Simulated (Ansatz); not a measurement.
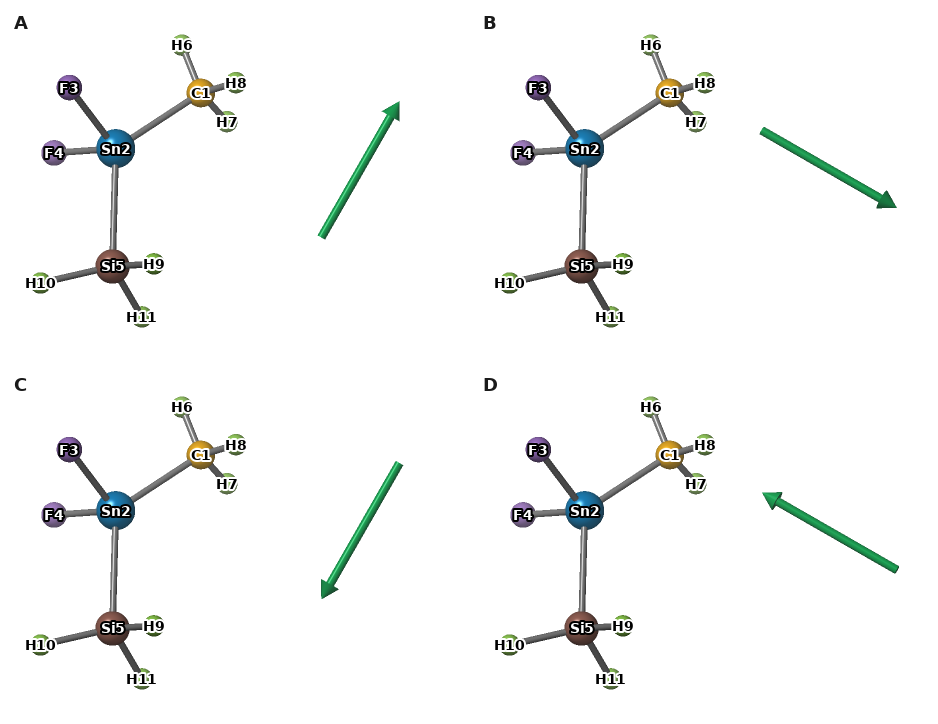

The same molecule four times, each with an arrow. The geometry was computed by an optimisation with PBE0-D4/def2-TZVP. No frequency run is at hand to confirm it as a minimum. Properties computed with RKS B3LYP-D4/def2-TZVPP, core potentials on Sn (Ansatz 0.2.0).

> Which arrow points along the dipole moment, from the negative to the positive end?

B. The dipole moment is 4.24 D; it points from the side of F3, F4 to the side of H9, H11 (the outermost atoms at the two ends).
